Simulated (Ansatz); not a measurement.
## Run report: C2H5ClGaN, frequency calculation

The run: frequency calculation of C2H5ClGaN. Method and program: RKS PBE0-D4/def2-SVP (Ansatz 0.2.0).

It belongs to a series of runs on one base structure; here: vibrations at the highest image of the band. Figures and captions count atoms from 1; the log counts them from 0 in places.

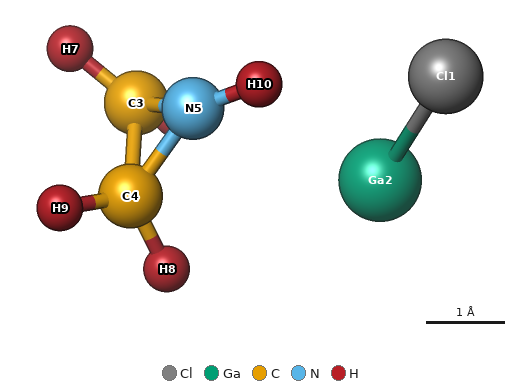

Figure 1. The structure (ball-and-stick view, seen at a tilt; atoms are numbered from 1 in the order of the input). Sticks mark near contacts. Bond lengths as drawn: Cl–Ga 2.26 Å, C–C 1.51 Å, C–H 1.10 Å, C–N 1.41 Å and H–N 1.01 Å.

## Input file
```yaml
crystal:
  periodic: [false, false, false]
  atoms:
    - { symbol: Cl, position_ang: [-2.79951, 0.942657, -1.697397] }
    - { symbol: Ga, position_ang: [-2.373694, -0.28302, 0.15507] }
    - { symbol: C, position_ang: [0.76668, 0.448583, 0.775602] }
    - { symbol: C, position_ang: [0.869949, -0.834397, -0.013479] }
    - { symbol: "N", position_ang: [0.244236, 0.317726, -0.523879] }
    - { symbol: H, position_ang: [0.090584, 0.446975, 1.647288] }
    - { symbol: H, position_ang: [1.663629, 1.069783, 0.910872] }
    - { symbol: H, position_ang: [0.262776, -1.686332, 0.334711] }
    - { symbol: H, position_ang: [1.841145, -1.124962, -0.43925] }
    - { symbol: H, position_ang: [-0.482693, 0.651786, -1.146638] }
basis:
  gaussian: { orbitals: def2-SVP }
hamiltonian:
  xc: pbe0
  dispersion: d4
phonons: {}
```

Run on 2 threads of Intel Xeon @ 2.50GHz (Skylake/Cascade Lake), 189 GiB of memory available, shared host.

Launch command:
```bash
ansatz run input.yaml --threads 2 --pin off --max-ram 3072MiB --backend cpu --events-out ev --progress --plain --runs-dir out
```

## Log
```
Engine: ansatz 0.2.0, x86_64-unknown-linux-gnu
Functional definition: PBE0
  parameter a = 0.25
  parameter kappa = 0.804
  parameter beta = 0.06672455060314922
  exchange = (1 - a)*pbe_x(kappa = kappa, mu = beta*pi^2/3) + a*exact_x
  correlation = pbe_c(beta = beta)
1272 factors; integrals over basis functions are off by at most 2.3e-4 eV
mean field evaluation 1: about -68512.6169 eV, gradient 4.6e1 eV
mean field evaluation 2: about -68502.8957 eV, gradient 7.7e1 eV
mean field evaluation 4: about -68517.5596 eV, gradient 4.2e0 eV
mean field evaluation 8: about -68517.6247 eV, gradient 8.8e-2 eV
mean field evaluation 16: about -68517.6247 eV, gradient 5.2e-5 eV
mean field -68517.62469354 eV, -2517.9762645734 hartree, gradient 5.2e-5 eV, S^2 0.000000; 0 other end points of the search recorded, 0 dependent functions left out
the calculation of the forces begins
reference -68517.62472163 eV, -2517.9762656057 hartree; 36, 36 occupied and 81, 81 virtual orbitals, 1272 factors
these checks for a lower state are left out or cut short: stability, starts, cluster_reference, orbital_swaps, neighbouring_geometries, increment
1272 factors; integrals over basis functions are off by at most 2.3e-4 eV
mean field -68517.62462530 eV, -2517.9762620656 hartree, gradient 8.5e-7 eV, S^2 0.000000; 0 other end points of the search recorded, 0 dependent functions left out
[... from here on the field's lines of each further geometry are left out, up to the last ...]
the calculation of the forces begins
reference -68517.62459450 eV, -2517.9762609338 hartree; 36, 36 occupied and 81, 81 virtual orbitals, 1272 factors
these checks for a lower state are left out or cut short: stability, starts, cluster_reference, orbital_swaps, neighbouring_geometries, increment
1272 factors; integrals over basis functions are off by at most 2.3e-4 eV
mean field -68517.62470585 eV, -2517.9762650260 hartree, gradient 1.6e-6 eV, S^2 0.000000; 0 other end points of the search recorded, 0 dependent functions left out
the calculation of the forces begins
reference -68517.62473394 eV, -2517.9762660583 hartree; 36, 36 occupied and 81, 81 virtual orbitals, 1272 factors
WARN: phonons: modes at or below zero, which the zero-point energy, F, S and C_V leave out: 1, the lowest at -585.48 cm⁻¹. A minimum has none, and a first-order saddle one
Total energy: -68517.84050855 eV, -2517.9841956290 hartree
Atom 0 at    -2.799510     0.942657    -1.697397 Å, force    -0.007670     0.014286    -0.031244 eV/Å
Atom 1 at    -2.373694    -0.283020     0.155070 Å, force    -0.001424    -0.020633     0.037577 eV/Å
Atom 2 at     0.766680     0.448583     0.775602 Å, force     0.000691    -0.023884     0.020722 eV/Å
Atom 3 at     0.869949    -0.834397    -0.013479 Å, force     0.002746     0.005472     0.020550 eV/Å
Atom 4 at     0.244236     0.317726    -0.523879 Å, force     0.038366     0.018136    -0.009533 eV/Å
Atom 5 at     0.090584     0.446975     1.647288 Å, force     0.004479     0.003927    -0.000120 eV/Å
Atom 6 at     1.663629     1.069783     0.910872 Å, force    -0.003128     0.001661    -0.002841 eV/Å
Atom 7 at     0.262776    -1.686332     0.334711 Å, force    -0.001687    -0.009058    -0.002996 eV/Å
Atom 8 at     1.841145    -1.124962    -0.439250 Å, force    -0.008129     0.001074    -0.004801 eV/Å
Atom 9 at    -0.482693     0.651786    -1.146638 Å, force    -0.024244     0.009018    -0.027313 eV/Å
Dipole moment:     0.270442    -0.255390     0.405386 e Å
Vibrations: -585.48 48.56 88.74 116.80 119.32 322.33 362.05 848.21 910.07 984.47 1058.50 1122.10 1126.90 1134.77 1173.84 1181.74 1348.03 1483.00 1543.11 3054.20 3060.52 3151.22 3158.98 3610.02 cm⁻¹, zero-point energy 1.922219 eV
```

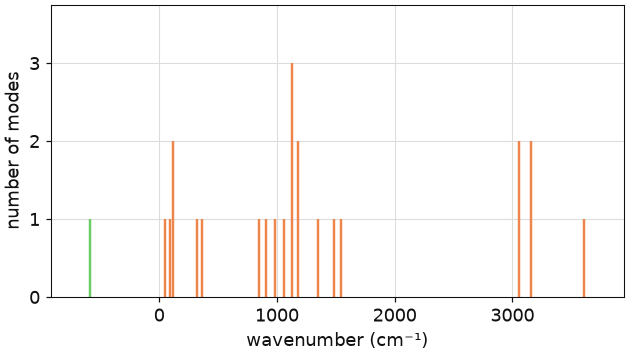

Figure 2. Harmonic vibrational wavenumbers from the force constants; neighbouring modes closer than 19 cm⁻¹ are counted in one stick, and imaginary ones are drawn at negative wavenumbers. 24 modes from 585i to 3610 cm⁻¹, 1 imaginary beyond 8i (585i cm⁻¹): a first-order saddle point, if the geometry is stationary.

## Key numbers

- outcome: converged
- total energy: −68517.8405 eV
- mean-field energy: −68517.6247 eV
- largest force (length of the vector): 0.043 eV/Å
- wall time: 5.4 min (CPU time 10 min)
- peak memory: 0.31 GiB
